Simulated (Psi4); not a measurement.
# GeHF (SMILES [F][GeH]): levels of theory compared

Aim: a comparison of 6 runs (HF/STO-3G, HF/3-21G, r2SCAN/pcseg-1, PBE0/def2-SVP, M06-2X/aug-cc-pVDZ, MP2/6-31G*) of GeHF. 

Program for the calculation: Psi4 1.11.

12 further runs of the same task are left out: 3 for a known fault of the program, 2 that didn't finish, 7 set aside as unsound or not needed.

## 1. The molecule

GeHF has 3 atoms, charge 0, and is taken as a singlet. SMILES: `[F][GeH]`. The coordinates come from a PBE0-D4/def2-TZVP relaxation.

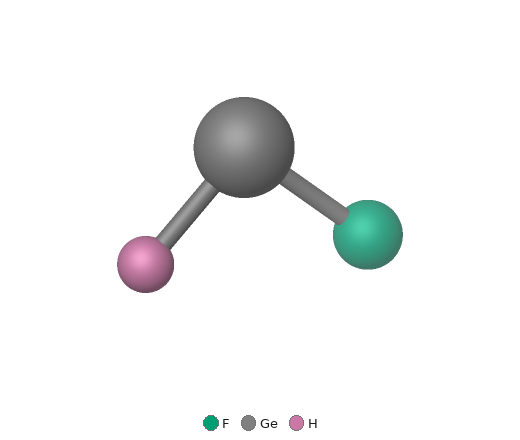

Viewed from a chosen angle; fluorine teal, germanium grey, hydrogen pink.

## 2. The energy at HF/STO-3G (run 1)

File input.dat:

```
memory 1600 MB

molecule molecule1 {
  0 1
  F
  Ge 1 1.756574
  H 2 1.60949 1 94.19502
  symmetry c1
}

set globals {
  reference rhf
  puream true
  e_convergence 1e-09
  d_convergence 1e-08
  scf_type pk
}

result, w = energy("scf/STO-3G", return_wfn=True)
oeprop(w, "MULLIKEN_CHARGES", "LOWDIN_CHARGES", "WIBERG_LOWDIN_INDICES", title="SCF")
```

Launch:

```console
$ psi4 -n 1 input.dat output.dat
```

output.dat:

```text
[...]
  Running in c1 symmetry.
[...]
  Nuclear repulsion =   99.212622809420651
[...]
  Multiplicity = 1
[...]
  Nalpha       = 21
  Nbeta        = 21
[...]
    Number of basis functions: 24
[...]
   @RHF iter   1: -2150.09768348765465   -3.26495e+00   2.37929e-02 DIIS/ADIIS
[...]
   @RHF iter  11: -2150.31454493527508   -2.27374e-12   6.78569e-09 DIIS
[...]
    Orbital Energies [Eh]
    ---------------------
    Doubly Occupied:
       1A   -400.490100     2A    -50.337012     3A    -45.401155
       4A    -45.399595     5A    -45.398665     6A    -25.812237
       7A     -6.441528     8A     -4.485524     9A     -4.479918
      10A     -4.474847    11A     -1.403164    12A     -0.623331
      13A     -0.622050    14A     -0.616313    15A     -0.611958
      16A     -0.610398    17A     -0.574128    18A     -0.445202
      19A     -0.412157    20A     -0.383418    21A     -0.238015
[...]
  @RHF Final Energy: -2150.31454493527508
   => Energetics <=
    Nuclear Repulsion Energy =             99.2126228094206510
    One-Electron Energy =               -3220.5329076193320361
    Two-Electron Energy =                 971.0057398746359922
    Total Energy =                      -2150.3145449352750802
[...]
 Multipole Moments:
 ------------------------------------------------------------------------------------
     Multipole            Electronic (a.u.)      Nuclear  (a.u.)        Total (a.u.)
 ------------------------------------------------------------------------------------
 L = 1.  Multiply by 2.5417464519 to convert [e a0] to [Debye]
 Dipole X            :         -1.6068751            1.6663604            0.0594853
 Dipole Y            :         -1.8248281            1.5534015           -0.2714266
 Dipole Z            :          0.0000000            0.0000000            0.0000000
 Magnitude           :                                                    0.2778685
[...]
  Mulliken Charges: (a.u.)
   Center  Symbol    Alpha    Beta     Spin     Total
       1     F     4.65513  4.65513  0.00000 -0.31025
       2    GE    15.74366 15.74366  0.00000  0.51268
       3     H     0.60121  0.60121  0.00000 -0.20242
   Total alpha = 21.00000, Total beta = 21.00000, Total charge =  0.00000
  Lowdin Charges: (a.u.)
   Center  Symbol    Alpha    Beta     Spin     Total
       1     F     4.62859  4.62859  0.00000 -0.25719
       2    GE    15.77558 15.77558  0.00000  0.44884
       3     H     0.59583  0.59583  0.00000 -0.19165
[...]
```

It took 1.7 s on 1 thread of Intel Xeon Platinum 8488C (Sapphire Rapids), shared host; peak memory 0.2 GiB.

## 3. Energy and gradient at HF/3-21G (run 2)

File fgeh.json:

```json
{
 "schema_name": "qcschema_input",
 "schema_version": 1,
 "molecule": {
  "schema_name": "qcschema_molecule",
  "schema_version": 2,
  "symbols": ["F", "Ge", "H"],
  "geometry": [1.27008493, 1.91353667, 0.88760436, -1.24325082, 0.36887454, -0.63419209, -0.0476211, -2.40505444, -0.27854563],
  "molecular_charge": 0,
  "molecular_multiplicity": 1,
  "fix_symmetry": "c1",
  "fix_com": true,
  "fix_orientation": true
 },
 "driver": "gradient",
 "model": {
  "method": "hf",
  "basis": "3-21G"
 },
 "keywords": {
  "puream": true,
  "e_convergence": 1e-09,
  "d_convergence": 1e-08,
  "scf_type": "pk"
 }
}
```

Launch:

```console
$ psi4 --qcschema fgeh.json -n 1 --memory 1600MB
```

stdout:

```text
[...]
  Running in c1 symmetry.
[...]
  Nuclear repulsion =   99.212640339823849
[...]
  Multiplicity = 1
[...]
  Nalpha       = 21
  Nbeta        = 21
[...]
    Number of basis functions: 33
[...]
   @RHF iter   1: -2164.57092365410608   -4.54651e+00   2.00815e-02 DIIS/ADIIS
[...]
   @RHF iter  10: -2164.82421445563750   -4.54747e-12   8.05542e-09 DIIS
[...]
    Orbital Energies [Eh]
    ---------------------
    Doubly Occupied:
       1A   -402.715642     2A    -51.940285     3A    -45.951730
       4A    -45.950625     5A    -45.950122     6A    -26.084962
       7A     -7.168555     8A     -5.124423     9A     -5.118954
      10A     -5.115261    11A     -1.588405    12A     -1.572388
      13A     -1.568754    14A     -1.567674    15A     -1.560966
      16A     -1.478549    17A     -0.691627    18A     -0.589353
      19A     -0.569860    20A     -0.522781    21A     -0.348305
[...]
  @RHF Final Energy: -2164.82421445563750
   => Energetics <=
    Nuclear Repulsion Energy =             99.2126403398238494
    One-Electron Energy =               -3221.7152691245373717
    Two-Electron Energy =                 957.6784143290760767
    Total Energy =                      -2164.8242144556375024
[...]
 Multipole Moments:
 ------------------------------------------------------------------------------------
     Multipole            Electronic (a.u.)      Nuclear  (a.u.)        Total (a.u.)
 ------------------------------------------------------------------------------------
 L = 1.  Multiply by 2.5417464519 to convert [e a0] to [Debye]
 Dipole X            :         27.7858806          -28.4008830           -0.6150024
 Dipole Y            :        -26.9800906           26.6207609           -0.3593297
 Dipole Z            :         12.2138331          -12.5842533           -0.3704202
 Magnitude           :                                                    0.8028430
[...]
  -Total Gradient:
     Atom            X                  Y                   Z
    ------   -----------------  -----------------  -----------------
       1        0.026877957318     0.013358657426     0.015942594216
       2       -0.029814218019    -0.013189373989    -0.017513280796
       3        0.002936260718    -0.000169283382     0.001570686529
[...]
```

The result, in JSON:

```text
{
 "driver": "gradient",
 "model": {
  "method": "hf",
  "basis": "3-21G"
 },
 "success": true,
 "return_result": [0.02687795731754808, 0.01335865742580844, 0.01594259421571799, -0.029814218018697963, -0.013189373989417948, -0.017513280796256525, 0.0029362607176413383, -0.0001692833815288286, 0.001570686528565771],
 "properties": {
  "calcinfo_nbasis": 33,
  "calcinfo_nmo": 33,
  "calcinfo_nalpha": 21,
  "calcinfo_nbeta": 21,
  "calcinfo_natom": 3,
  "nuclear_repulsion_energy": 99.21264033982385,
  "return_energy": -2164.8242144556375,
  "return_gradient": [0.02687795731754808, 0.01335865742580844, 0.01594259421571799, -0.029814218018697963, -0.013189373989417948, -0.017513280796256525, 0.0029362607176413383, -0.0001692833815288286, 0.001570686528565771],
  "scf_one_electron_energy": -3221.7152691245374,
  "scf_two_electron_energy": 957.6784143290761,
  "scf_dipole_moment": [-0.6150023677657472, -0.3593297425400124, -0.3704202085122521],
  "scf_total_energy": -2164.8242144556375,
  "scf_total_gradient": [0.02687795731754808, 0.01335865742580844, 0.01594259421571799, -0.029814218018697963, -0.013189373989417948, -0.017513280796256525, 0.0029362607176413383, -0.0001692833815288286, 0.001570686528565771],
  "scf_iterations": 10
 }
}
```

It took 1.8 s on 1 thread of Intel Xeon Platinum 8488C (Sapphire Rapids), shared host; peak memory 0.2 GiB.

Run 3 isn't shown in full; the table further down has it.

## 4. Energy and gradient at PBE0/def2-SVP (run 4)

File input.in:

```
memory 1.6 GB

molecule geom {
  0 1
  F
  Ge 1 r2
  H 2 r3 1 a3

  r2 = 1.756574
  r3 = 1.60949
  a3 = 94.19502
  units angstrom
  symmetry c1
  no_reorient
  no_com
}

set {
  puream true
  e_convergence 1e-09
  d_convergence 1e-08
  scf_type pk
  dft_radial_points 99
  dft_spherical_points 590
}

E, wfn = gradient('pbe0/def2-SVP', return_wfn=True)
oeprop(wfn, 'DIPOLE', 'QUADRUPOLE', 'MAYER_INDICES', title='PBE0')
print_variables()
```

Launch:

```console
$ psi4 -n 1 input.in input.out
```

input.out:

```text
[...]
  Running in c1 symmetry.
[...]
  Nuclear repulsion =   99.212622809420651
[...]
  Multiplicity = 1
[...]
  Nalpha       = 21
  Nbeta        = 21
[...]
    Number of basis functions: 51
[...]
   @RKS iter   1: -2175.60503876037183   -2.56855e+00   4.44676e-02 ADIIS/DIIS
[...]
   @RKS iter  10: -2176.74247975824619   -5.91172e-12   7.58760e-09 DIIS
[...]
    Orbital Energies [Eh]
    ---------------------
    Doubly Occupied:
       1A   -399.089625     2A    -49.930873     3A    -44.426698
       4A    -44.424315     5A    -44.422831     6A    -24.737081
       7A     -6.315778     8A     -4.478260     9A     -4.471240
      10A     -4.464821    11A     -1.280113    12A     -1.271161
      13A     -1.265462    14A     -1.265292    15A     -1.259654
      16A     -1.137091    17A     -0.544811    18A     -0.424216
      19A     -0.414350    20A     -0.395906    21A     -0.262178
[...]
  @RKS Final Energy: -2176.74247975824619
   => Energetics <=
    Nuclear Repulsion Energy =             99.2126228094206510
    One-Electron Energy =               -3232.0022839038647362
    Two-Electron Energy =                1023.6206123359768299
    DFT Exchange-Correlation Energy =     -67.5734309997787221
    Empirical Dispersion Energy =           0.0000000000000000
    VV10 Nonlocal Energy =                  0.0000000000000000
    Total Energy =                      -2176.7424797582461906
[...]
  -Total Gradient:
     Atom            X                  Y                   Z
    ------   -----------------  -----------------  -----------------
       1        0.000829639480    -0.000229279234     0.000000000000
       2       -0.000408414375    -0.000707760688     0.000000000000
       3       -0.000420552266     0.000937257723    -0.000000000000
[...]
 Multipole Moments:
 ------------------------------------------------------------------------------------
     Multipole            Electronic (a.u.)      Nuclear  (a.u.)        Total (a.u.)
 ------------------------------------------------------------------------------------
 L = 1.  Multiply by 2.5417464519 to convert [e a0] to [Debye]
 Dipole X            :         -1.6940396            1.6663604           -0.0276792
 Dipole Y            :         -2.2529932            1.5534015           -0.6995917
 Dipole Z            :          0.0000000            0.0000000            0.0000000
 Magnitude           :                                                    0.7001391
 L = 2.  Multiply by 1.3450342976 to convert [e a0^2] to [Debye ang]
 Quadrupole XX       :        -27.3920341            9.0482291          -18.3438050
 Quadrupole XY       :          2.3071137           -2.7548368           -0.4477230
[...]
```

Run time: 6.3 s. Hardware: 1 thread of Intel Xeon Platinum 8488C (Sapphire Rapids), shared host; peak memory 0.45 GiB.

Run 5 isn't shown in full; the table further down has it.

## 5. A single-point energy at MP2/6-31G(d) (spherical functions) (run 6)

File fgeh.xyz:

```xyz
3
FGeH
F      0.672100     1.012600     0.469700
Ge    -0.657900     0.195200    -0.335600
H     -0.025200    -1.272700    -0.147400
```

File run.py:

```python
import numpy as np
from ase.calculators.psi4 import Psi4
from ase.io import read

a = read('fgeh.xyz')
calc = Psi4(atoms=a, method='mp2', basis='6-31G*', memory='1600MB', num_threads=1, charge=0, multiplicity=1, label='calc')
calc.psi4.set_options({'puream': True, 'e_convergence': 1e-09, 'd_convergence': 1e-08, 'scf_type': 'pk', 'num_frozen_docc': 10, 'mp2_type': 'conv'})
a.calc = calc

print(f'energy: {a.get_potential_energy():.6f} eV')
```

Launch:

```console
$ python run.py
```

calc.dat:

```text
[...]
  Running in c1 symmetry.
[...]
  Nuclear repulsion =   99.212640357430828
[...]
  Multiplicity = 1
[...]
  Nalpha       = 21
  Nbeta        = 21
[...]
    Number of basis functions: 48
[...]
   @RHF iter   1: -2174.19690516532637   -3.80506e+00   4.64628e-02 DIIS/ADIIS
[...]
   @RHF iter  11: -2175.09452185965301   -1.81899e-12   4.55466e-09 DIIS
[...]
    Orbital Energies [Eh]
    ---------------------
    Doubly Occupied:
       1A   -405.286708     2A    -52.220179     3A    -46.310667
       4A    -46.309045     5A    -46.308307     6A    -26.246603
       7A     -7.245984     8A     -5.221836     9A     -5.216758
      10A     -5.212399    11A     -1.682229    12A     -1.673039
      13A     -1.668661    14A     -1.667262    15A     -1.661371
      16A     -1.512800    17A     -0.714741    18A     -0.617009
      19A     -0.601024    20A     -0.543061    21A     -0.357066
[...]
  @RHF Final Energy: -2175.09452185965301
   => Energetics <=
    Nuclear Repulsion Energy =             99.2126403574308284
    One-Electron Energy =               -3232.0608266909957820
    Two-Electron Energy =                 957.7536644739122949
    Total Energy =                      -2175.0945218596525592
[...]
 Multipole Moments:
 ------------------------------------------------------------------------------------
     Multipole            Electronic (a.u.)      Nuclear  (a.u.)        Total (a.u.)
 ------------------------------------------------------------------------------------
 L = 1.  Multiply by 2.5417464519 to convert [e a0] to [Debye]
 Dipole X            :         -2.5211547            1.9255254           -0.5956293
 Dipole Y            :          0.3154326           -0.7441183           -0.4286857
 Dipole Z            :         -1.3307824            0.9635627           -0.3672197
 Magnitude           :                                                    0.8206072
[...]
	SCS-MP2 Total Energy (a.u.)        : -2175.47923818578920
	SOS-MP2 Total Energy (a.u.)        : -2175.43877729604856
	SCSN-MP2 Total Energy (a.u.)       : -2175.30815535748252
[...]
	SOS-PI-MP2 Total Energy (a.u.)     : -2175.49615320211478
[...]
	MP2 Total Energy (a.u.)            : -2175.50278405920380
[...]
```

Standard output:

```text
energy: -59198.446054 eV
```

It took 2.5 s on 1 thread of Intel Xeon Platinum 8488C (Sapphire Rapids), shared host; peak memory 0.25 GiB.

## 6. All runs side by side

```csv
run,level,task,integration grid,energy (Eh),dipole moment (D),HOMO energy (eV),LUMO energy (eV),wall time
1,HF/STO-3G,energy,–,-2150.314545,0.71,-6.48,4.88,1.7 s
2,HF/3-21G,gradient,–,-2164.824214,2.04,-9.48,0.43,1.8 s
3,r2SCAN/pcseg-1,gradient,99 radial × 590 angular,-2177.128505,1.84,-6.41,-3.63,9.3 s
4,PBE0/def2-SVP,gradient,99 radial × 590 angular,-2176.742480,1.78,-7.13,-2.74,6.3 s
5,M06-2X/aug-cc-pVDZ,gradient,99 radial × 590 angular,-2177.404918,1.92,-8.34,-2.03,27 s
6,MP2/6-31G* (spherical functions),energy,–,-2175.502784,–,-9.72,0.30,2.5 s
```

## 7. Results

| quantity | value |
| --- | --- |
| run 6: total energy | -2175.50278 Eh |
| run 6: HOMO energy (Hartree–Fock orbitals) | -9.72 eV |
| run 6: LUMO energy (Hartree–Fock orbitals) | 0.30 eV |
| run 6: HOMO–LUMO gap (Hartree–Fock orbitals) | 10.02 eV |
| run 6: correlation energy (10 core orbitals frozen) | -408.3 mEh |

**Reading.** Over runs 1, 2, 3, 4, 5 the dipole moment (its size) runs from 0.71 D (HF/STO-3G) to 2.04 D (HF/3-21G). Over runs 1, 2, 3, 4, 5 the HOMO–LUMO gap runs from 2.78 eV (r2SCAN/pcseg-1) to 11.36 eV (HF/STO-3G). The two ends differ in method and basis. Totals of different functionals can't be ranked against each other. In run 1 the basis is minimal, so the values are rough. All runs together took 49 s, the longest 27 s.
